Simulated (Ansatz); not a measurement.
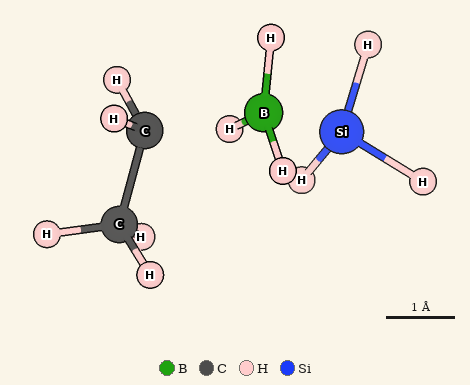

Figure 1. The starting structure (ball-and-stick view, seen at a tilt). Bond lengths as drawn: B–H 1.17 to 1.22 Å, C–C 1.52 Å, C–H 1.09 Å and H–Si 1.46 to 1.47 Å.

**Molecular dynamics, with input and output: C₂H₁₁BSi (part 1 of 4)**

C₂H₁₁BSi, computed with UKS PBE0/6-31G (Ansatz 0.2.0).

It belongs to a series of runs on one base structure; here: dynamics from the start.

What the program printed:
```
Engine: ansatz 0.2.0, aarch64-unknown-linux-gnu
Functional definition: PBE0
  parameter a = 0.25
  parameter kappa = 0.804
  parameter beta = 0.06672455060314922
  exchange = (1 - a)*pbe_x(kappa = kappa, mu = beta*pi^2/3) + a*exact_x
  correlation = pbe_c(beta = beta)
932 factors; integrals over basis functions are off by at most 1.7e-4 eV
mean field evaluation 1: about -10792.1483 eV, gradient 2.6e1 eV
mean field evaluation 2: about -10791.1614 eV, gradient 2.9e1 eV
mean field evaluation 4: about -10795.8456 eV, gradient 1.1e0 eV
mean field evaluation 8: about -10795.8482 eV, gradient 9.2e-3 eV
mean field -10795.84824527 eV, -396.7401053249 hartree, gradient 8.4e-6 eV, S^2 0.000000; 0 other end points of the search recorded, 0 dependent functions left out
the calculation of the forces begins
reference -10795.84826976 eV, -396.7401062250 hartree; 21, 21 occupied and 41, 41 virtual orbitals, 932 factors
md step     0: t =     0.00 fs  T =   100.0 K  F+E_penalty+E_count = -10795.84824527 eV  E_kin = 0.168038 eV  conserved = -10795.68020727 eV  (26 SCF iters)
these checks for a lower state are left out or cut short: starts, cluster_reference, orbital_swaps, neighbouring_geometries, increment
932 factors; integrals over basis functions are off by at most 1.7e-4 eV
mean field evaluation 16: about -10795.8342 eV, gradient 3.6e-1 eV
mean field -10795.83536416 eV, -396.7396319530 hartree, gradient 8.8e-6 eV, S^2 0.000000; 0 other end points of the search recorded, 0 dependent functions left out
the calculation of the forces begins
reference -10795.83538868 eV, -396.7396328541 hartree; 21, 21 occupied and 41, 41 virtual orbitals, 932 factors
md step     1: t =     0.50 fs  T =    92.4 K  F+E_penalty+E_count = -10795.83536416 eV  E_kin = 0.155278 eV  conserved = -10795.68008622 eV  (24 SCF iters)
[... from here on the SCF iterations and repeated set-up lines of each step are left out, up to the last step ...]
md step     2: t =     1.00 fs  T =    86.9 K  F+E_penalty+E_count = -10795.82605837 eV  E_kin = 0.146084 eV  conserved = -10795.67997407 eV  (24 SCF iters)
md step     3: t =     1.50 fs  T =    84.6 K  F+E_penalty+E_count = -10795.82205395 eV  E_kin = 0.142140 eV  conserved = -10795.67991428 eV  (24 SCF iters)
md step     4: t =     2.00 fs  T =    85.9 K  F+E_penalty+E_count = -10795.82424852 eV  E_kin = 0.144310 eV  conserved = -10795.67993876 eV  (24 SCF iters)
md step     5: t =     2.50 fs  T =    90.6 K  F+E_penalty+E_count = -10795.83221958 eV  E_kin = 0.152167 eV  conserved = -10795.68005280 eV  (24 SCF iters)
md step     6: t =     3.00 fs  T =    97.5 K  F+E_penalty+E_count = -10795.84413383 eV  E_kin = 0.163901 eV  conserved = -10795.68023251 eV  (23 SCF iters)
md step     7: t =     3.50 fs  T =   105.1 K  F+E_penalty+E_count = -10795.85711219 eV  E_kin = 0.176679 eV  conserved = -10795.68043284 eV  (23 SCF iters)
md step     8: t =     4.00 fs  T =   111.5 K  F+E_penalty+E_count = -10795.86792751 eV  E_kin = 0.187325 eV  conserved = -10795.68060293 eV  (26 SCF iters)
md step     9: t =     4.50 fs  T =   114.9 K  F+E_penalty+E_count = -10795.87379965 eV  E_kin = 0.193097 eV  conserved = -10795.68070216 eV  (26 SCF iters)
md step    10: t =     5.00 fs  T =   114.5 K  F+E_penalty+E_count = -10795.87304905 eV  E_kin = 0.192340 eV  conserved = -10795.68070894 eV  (26 SCF iters)
md step    11: t =     5.50 fs  T =   110.0 K  F+E_penalty+E_count = -10795.86546097 eV  E_kin = 0.184839 eV  conserved = -10795.68062188 eV  (26 SCF iters)
md step    12: t =     6.00 fs  T =   102.3 K  F+E_penalty+E_count = -10795.85232694 eV  E_kin = 0.171870 eV  conserved = -10795.68045711 eV  (26 SCF iters)
md step    13: t =     6.50 fs  T =    92.8 K  F+E_penalty+E_count = -10795.83620356 eV  E_kin = 0.155961 eV  conserved = -10795.68024284 eV  (26 SCF iters)
md step    14: t =     7.00 fs  T =    83.6 K  F+E_penalty+E_count = -10795.82045912 eV  E_kin = 0.140443 eV  conserved = -10795.68001659 eV  (25 SCF iters)
md step    15: t =     7.50 fs  T =    76.7 K  F+E_penalty+E_count = -10795.80866648 eV  E_kin = 0.128845 eV  conserved = -10795.67982138 eV  (24 SCF iters)
md step    16: t =     8.00 fs  T =    73.9 K  F+E_penalty+E_count = -10795.80391183 eV  E_kin = 0.124213 eV  conserved = -10795.67969886 eV  (25 SCF iters)
md step    17: t =     8.50 fs  T =    76.4 K  F+E_penalty+E_count = -10795.80813033 eV  E_kin = 0.128451 eV  conserved = -10795.67967948 eV  (24 SCF iters)
md step    18: t =     9.00 fs  T =    84.4 K  F+E_penalty+E_count = -10795.82162704 eV  E_kin = 0.141854 eV  conserved = -10795.67977309 eV  (25 SCF iters)
md step    19: t =     9.50 fs  T =    97.0 K  F+E_penalty+E_count = -10795.84293961 eV  E_kin = 0.162979 eV  conserved = -10795.67996100 eV  (26 SCF iters)
md step    20: t =    10.00 fs  T =   112.4 K  F+E_penalty+E_count = -10795.86913343 eV  E_kin = 0.188932 eV  conserved = -10795.68020120 eV  (26 SCF iters)
md step    21: t =    10.50 fs  T =   128.6 K  F+E_penalty+E_count = -10795.89646978 eV  E_kin = 0.216031 eV  conserved = -10795.68043888 eV  (26 SCF iters)
md step    22: t =    11.00 fs  T =   143.2 K  F+E_penalty+E_count = -10795.92127205 eV  E_kin = 0.240650 eV  conserved = -10795.68062186 eV  (25 SCF iters)
md step    23: t =    11.50 fs  T =   154.7 K  F+E_penalty+E_count = -10795.94074786 eV  E_kin = 0.260034 eV  conserved = -10795.68071359 eV  (26 SCF iters)
md step    24: t =    12.00 fs  T =   162.4 K  F+E_penalty+E_count = -10795.95355396 eV  E_kin = 0.272851 eV  conserved = -10795.68070319 eV  (25 SCF iters)
md step    25: t =    12.50 fs  T =   166.3 K  F+E_penalty+E_count = -10795.95996898 eV  E_kin = 0.279364 eV  conserved = -10795.68060467 eV  (26 SCF iters)
md step    26: t =    13.00 fs  T =   167.4 K  F+E_penalty+E_count = -10795.96166773 eV  E_kin = 0.281216 eV  conserved = -10795.68045138 eV  (26 SCF iters)
md step    27: t =    13.50 fs  T =   167.2 K  F+E_penalty+E_count = -10795.96119424 eV  E_kin = 0.280909 eV  conserved = -10795.68028520 eV  (26 SCF iters)
md step    28: t =    14.00 fs  T =   167.3 K  F+E_penalty+E_count = -10795.96130635 eV  E_kin = 0.281163 eV  conserved = -10795.68014368 eV  (26 SCF iters)
md step    29: t =    14.50 fs  T =   169.2 K  F+E_penalty+E_count = -10795.96438470 eV  E_kin = 0.284334 eV  conserved = -10795.68005094 eV  (26 SCF iters)
md step    30: t =    15.00 fs  T =   173.8 K  F+E_penalty+E_count = -10795.97205396 eV  E_kin = 0.292041 eV  conserved = -10795.68001273 eV  (26 SCF iters)
md step    31: t =    15.50 fs  T =   181.5 K  F+E_penalty+E_count = -10795.98508759 eV  E_kin = 0.305069 eV  conserved = -10795.68001827 eV  (26 SCF iters)
md step    32: t =    16.00 fs  T =   192.5 K  F+E_penalty+E_count = -10796.00356591 eV  E_kin = 0.323518 eV  conserved = -10795.68004763 eV  (25 SCF iters)
md step    33: t =    16.50 fs  T =   206.6 K  F+E_penalty+E_count = -10796.02716931 eV  E_kin = 0.347086 eV  conserved = -10795.68008283 eV  (25 SCF iters)
md step    34: t =    17.00 fs  T =   223.4 K  F+E_penalty+E_count = -10796.05543945 eV  E_kin = 0.375322 eV  conserved = -10795.68011794 eV  (25 SCF iters)
md step    35: t =    17.50 fs  T =   242.6 K  F+E_penalty+E_count = -10796.08786504 eV  E_kin = 0.407703 eV  conserved = -10795.68016181 eV  (25 SCF iters)
md step    36: t =    18.00 fs  T =   263.9 K  F+E_penalty+E_count = -10796.12374923 eV  E_kin = 0.443517 eV  conserved = -10795.68023221 eV  (24 SCF iters)
md step    37: t =    18.50 fs  T =   286.6 K  F+E_penalty+E_count = -10796.16194685 eV  E_kin = 0.481604 eV  conserved = -10795.68034330 eV  (25 SCF iters)
md step    38: t =    19.00 fs  T =   309.6 K  F+E_penalty+E_count = -10796.20065766 eV  E_kin = 0.520163 eV  conserved = -10795.68049423 eV  (24 SCF iters)
md step    39: t =    19.50 fs  T =   331.4 K  F+E_penalty+E_count = -10796.23745920 eV  E_kin = 0.556798 eV  conserved = -10795.68066163 eV  (25 SCF iters)
md step    40: t =    20.00 fs  T =   350.4 K  F+E_penalty+E_count = -10796.26967124 eV  E_kin = 0.588865 eV  conserved = -10795.68080579 eV  (25 SCF iters)
md step    41: t =    20.50 fs  T =   365.4 K  F+E_penalty+E_count = -10796.29497343 eV  E_kin = 0.614089 eV  conserved = -10795.68088421 eV  (25 SCF iters)
md step    42: t =    21.00 fs  T =   375.6 K  F+E_penalty+E_count = -10796.31206499 eV  E_kin = 0.631196 eV  conserved = -10795.68086909 eV  (25 SCF iters)
md step    43: t =    21.50 fs  T =   381.1 K  F+E_penalty+E_count = -10796.32110207 eV  E_kin = 0.640343 eV  conserved = -10795.68075936 eV  (25 SCF iters)
md step    44: t =    22.00 fs  T =   382.7 K  F+E_penalty+E_count = -10796.32372030 eV  E_kin = 0.643138 eV  conserved = -10795.68058267 eV  (25 SCF iters)
md step    45: t =    22.50 fs  T =   382.2 K  F+E_penalty+E_count = -10796.32261139 eV  E_kin = 0.642224 eV  conserved = -10795.68038691 eV  (25 SCF iters)
md step    46: t =    23.00 fs  T =   381.2 K  F+E_penalty+E_count = -10796.32079753 eV  E_kin = 0.640577 eV  conserved = -10795.68022036 eV  (25 SCF iters)
md step    47: t =    23.50 fs  T =   381.3 K  F+E_penalty+E_count = -10796.32087720 eV  E_kin = 0.640760 eV  conserved = -10795.68011720 eV  (26 SCF iters)
md step    48: t =    24.00 fs  T =   383.5 K  F+E_penalty+E_count = -10796.32449282 eV  E_kin = 0.644406 eV  conserved = -10795.68008695 eV  (24 SCF iters)
md step    49: t =    24.50 fs  T =   388.0 K  F+E_penalty+E_count = -10796.33216281 eV  E_kin = 0.652044 eV  conserved = -10795.68011841 eV  (25 SCF iters)
md step    50: t =    25.00 fs  T =   394.7 K  F+E_penalty+E_count = -10796.34343718 eV  E_kin = 0.663247 eV  conserved = -10795.68019059 eV  (24 SCF iters)
md step    51: t =    25.50 fs  T =   402.8 K  F+E_penalty+E_count = -10796.35721496 eV  E_kin = 0.676930 eV  conserved = -10795.68028460 eV  (25 SCF iters)
md step    52: t =    26.00 fs  T =   411.6 K  F+E_penalty+E_count = -10796.37204493 eV  E_kin = 0.691655 eV  conserved = -10795.68038946 eV  (25 SCF iters)
md step    53: t =    26.50 fs  T =   420.0 K  F+E_penalty+E_count = -10796.38631556 eV  E_kin = 0.705816 eV  conserved = -10795.68049936 eV  (24 SCF iters)
md step    54: t =    27.00 fs  T =   427.1 K  F+E_penalty+E_count = -10796.39836385 eV  E_kin = 0.717756 eV  conserved = -10795.68060757 eV  (24 SCF iters)
md step    55: t =    27.50 fs  T =   432.0 K  F+E_penalty+E_count = -10796.40660301 eV  E_kin = 0.725905 eV  conserved = -10795.68069788 eV  (24 SCF iters)
md step    56: t =    28.00 fs  T =   433.8 K  F+E_penalty+E_count = -10796.40976827 eV  E_kin = 0.729022 eV  conserved = -10795.68074578 eV  (24 SCF iters)
md step    57: t =    28.50 fs  T =   432.4 K  F+E_penalty+E_count = -10796.40727177 eV  E_kin = 0.726544 eV  conserved = -10795.68072792 eV  (23 SCF iters)
md step    58: t =    29.00 fs  T =   427.8 K  F+E_penalty+E_count = -10796.39952925 eV  E_kin = 0.718893 eV  conserved = -10795.68063654 eV  (24 SCF iters)
md step    59: t =    29.50 fs  T =   421.1 K  F+E_penalty+E_count = -10796.38804540 eV  E_kin = 0.707554 eV  conserved = -10795.68049118 eV  (25 SCF iters)
md step    60: t =    30.00 fs  T =   413.5 K  F+E_penalty+E_count = -10796.37509812 eV  E_kin = 0.694761 eV  conserved = -10795.68033707 eV  (24 SCF iters)
md step    61: t =    30.50 fs  T =   406.4 K  F+E_penalty+E_count = -10796.36306098 eV  E_kin = 0.682835 eV  conserved = -10795.68022576 eV  (24 SCF iters)
md step    62: t =    31.00 fs  T =   400.8 K  F+E_penalty+E_count = -10796.35364752 eV  E_kin = 0.673460 eV  conserved = -10795.68018761 eV  (25 SCF iters)
md step    63: t =    31.50 fs  T =   397.1 K  F+E_penalty+E_count = -10796.34746584 eV  E_kin = 0.667248 eV  conserved = -10795.68021746 eV  (24 SCF iters)
md step    64: t =    32.00 fs  T =   395.0 K  F+E_penalty+E_count = -10796.34409837 eV  E_kin = 0.663817 eV  conserved = -10795.68028137 eV  (24 SCF iters)
md step    65: t =    32.50 fs  T =   394.1 K  F+E_penalty+E_count = -10796.34259031 eV  E_kin = 0.662247 eV  conserved = -10795.68034340 eV  (26 SCF iters)
md step    66: t =    33.00 fs  T =   393.7 K  F+E_penalty+E_count = -10796.34197912 eV  E_kin = 0.661593 eV  conserved = -10795.68038587 eV  (25 SCF iters)
md step    67: t =    33.50 fs  T =   393.5 K  F+E_penalty+E_count = -10796.34156190 eV  E_kin = 0.661149 eV  conserved = -10795.68041307 eV  (25 SCF iters)
md step    68: t =    34.00 fs  T =   393.0 K  F+E_penalty+E_count = -10796.34085476 eV  E_kin = 0.660418 eV  conserved = -10795.68043645 eV  (25 SCF iters)
md step    69: t =    34.50 fs  T =   392.2 K  F+E_penalty+E_count = -10796.33943330 eV  E_kin = 0.658971 eV  conserved = -10795.68046204 eV  (25 SCF iters)
md step    70: t =    35.00 fs  T =   390.6 K  F+E_penalty+E_count = -10796.33685540 eV  E_kin = 0.656371 eV  conserved = -10795.68048404 eV  (25 SCF iters)
md step    71: t =    35.50 fs  T =   388.2 K  F+E_penalty+E_count = -10796.33274876 eV  E_kin = 0.652259 eV  conserved = -10795.68049016 eV  (25 SCF iters)
md step    72: t =    36.00 fs  T =   384.8 K  F+E_penalty+E_count = -10796.32699659 eV  E_kin = 0.646527 eV  conserved = -10795.68046941 eV  (25 SCF iters)
md step    73: t =    36.50 fs  T =   380.6 K  F+E_penalty+E_count = -10796.31990379 eV  E_kin = 0.639485 eV  conserved = -10795.68041834 eV  (25 SCF iters)
md step    74: t =    37.00 fs  T =   376.0 K  F+E_penalty+E_count = -10796.31224991 eV  E_kin = 0.631907 eV  conserved = -10795.68034323 eV  (24 SCF iters)
md step    75: t =    37.50 fs  T =   371.9 K  F+E_penalty+E_count = -10796.30519212 eV  E_kin = 0.624933 eV  conserved = -10795.68025910 eV  (25 SCF iters)
md step    76: t =    38.00 fs  T =   368.9 K  F+E_penalty+E_count = -10796.30002963 eV  E_kin = 0.619842 eV  conserved = -10795.68018769 eV  (25 SCF iters)
md step    77: t =    38.50 fs  T =   367.6 K  F+E_penalty+E_count = -10796.29787094 eV  E_kin = 0.617719 eV  conserved = -10795.68015205 eV  (25 SCF iters)
md step    78: t =    39.00 fs  T =   368.4 K  F+E_penalty+E_count = -10796.29928179 eV  E_kin = 0.619113 eV  conserved = -10795.68016911 eV  (24 SCF iters)
md step    79: t =    39.50 fs  T =   371.2 K  F+E_penalty+E_count = -10796.30403008 eV  E_kin = 0.623788 eV  conserved = -10795.68024248 eV  (25 SCF iters)
md step    80: t =    40.00 fs  T =   375.3 K  F+E_penalty+E_count = -10796.31106119 eV  E_kin = 0.630710 eV  conserved = -10795.68035113 eV  (25 SCF iters)
md step    81: t =    40.50 fs  T =   379.9 K  F+E_penalty+E_count = -10796.31882624 eV  E_kin = 0.638374 eV  conserved = -10795.68045207 eV  (25 SCF iters)
md step    82: t =    41.00 fs  T =   384.1 K  F+E_penalty+E_count = -10796.32593441 eV  E_kin = 0.645440 eV  conserved = -10795.68049464 eV  (25 SCF iters)
md step    83: t =    41.50 fs  T =   387.7 K  F+E_penalty+E_count = -10796.33189436 eV  E_kin = 0.651445 eV  conserved = -10795.68044896 eV  (26 SCF iters)
md step    84: t =    42.00 fs  T =   391.1 K  F+E_penalty+E_count = -10796.33752029 eV  E_kin = 0.657186 eV  conserved = -10795.68033384 eV  (25 SCF iters)
md step    85: t =    42.50 fs  T =   395.4 K  F+E_penalty+E_count = -10796.34462397 eV  E_kin = 0.664409 eV  conserved = -10795.68021499 eV  (25 SCF iters)
md step    86: t =    43.00 fs  T =   401.6 K  F+E_penalty+E_count = -10796.35502035 eV  E_kin = 0.674851 eV  conserved = -10795.68016908 eV  (26 SCF iters)
md step    87: t =    43.50 fs  T =   410.1 K  F+E_penalty+E_count = -10796.36939239 eV  E_kin = 0.689160 eV  conserved = -10795.68023283 eV  (26 SCF iters)
md step    88: t =    44.00 fs  T =   420.4 K  F+E_penalty+E_count = -10796.38675769 eV  E_kin = 0.706381 eV  conserved = -10795.68037658 eV  (26 SCF iters)
md step    89: t =    44.50 fs  T =   431.1 K  F+E_penalty+E_count = -10796.40489820 eV  E_kin = 0.724370 eV  conserved = -10795.68052848 eV  (25 SCF iters)
md step    90: t =    45.00 fs  T =   440.9 K  F+E_penalty+E_count = -10796.42143422 eV  E_kin = 0.740815 eV  conserved = -10795.68061968 eV  (26 SCF iters)
md step    91: t =    45.50 fs  T =   448.9 K  F+E_penalty+E_count = -10796.43487511 eV  E_kin = 0.754256 eV  conserved = -10795.68061889 eV  (26 SCF iters)
md step    92: t =    46.00 fs  T =   455.0 K  F+E_penalty+E_count = -10796.44512953 eV  E_kin = 0.764593 eV  conserved = -10795.68053651 eV  (25 SCF iters)
md step    93: t =    46.50 fs  T =   460.0 K  F+E_penalty+E_count = -10796.45337937 eV  E_kin = 0.772969 eV  conserved = -10795.68041003 eV  (25 SCF iters)
md step    94: t =    47.00 fs  T =   464.9 K  F+E_penalty+E_count = -10796.46152936 eV  E_kin = 0.781247 eV  conserved = -10795.68028260 eV  (25 SCF iters)
md step    95: t =    47.50 fs  T =   470.9 K  F+E_penalty+E_count = -10796.47153846 eV  E_kin = 0.791349 eV  conserved = -10795.68018995 eV  (26 SCF iters)
md step    96: t =    48.00 fs  T =   478.9 K  F+E_penalty+E_count = -10796.48485423 eV  E_kin = 0.804701 eV  conserved = -10795.68015353 eV  (26 SCF iters)
md step    97: t =    48.50 fs  T =   489.1 K  F+E_penalty+E_count = -10796.50205696 eV  E_kin = 0.821876 eV  conserved = -10795.68018123 eV  (24 SCF iters)
md step    98: t =    49.00 fs  T =   501.3 K  F+E_penalty+E_count = -10796.52271464 eV  E_kin = 0.842443 eV  conserved = -10795.68027116 eV  (25 SCF iters)
md step    99: t =    49.50 fs  T =   514.8 K  F+E_penalty+E_count = -10796.54539885 eV  E_kin = 0.864983 eV  conserved = -10795.68041568 eV  (26 SCF iters)
md step   100: t =    50.00 fs  T =   528.0 K  F+E_penalty+E_count = -10796.56780894 eV  E_kin = 0.887207 eV  conserved = -10795.68060196 eV  (25 SCF iters)
md step   101: t =    50.50 fs  T =   539.3 K  F+E_penalty+E_count = -10796.58699545 eV  E_kin = 0.906187 eV  conserved = -10795.68080829 eV  (25 SCF iters)
md step   102: t =    51.00 fs  T =   546.7 K  F+E_penalty+E_count = -10796.59973372 eV  E_kin = 0.918735 eV  conserved = -10795.68099853 eV  (24 SCF iters)
md step   103: t =    51.50 fs  T =   548.7 K  F+E_penalty+E_count = -10796.60312159 eV  E_kin = 0.922001 eV  conserved = -10795.68112054 eV  (25 SCF iters)
```
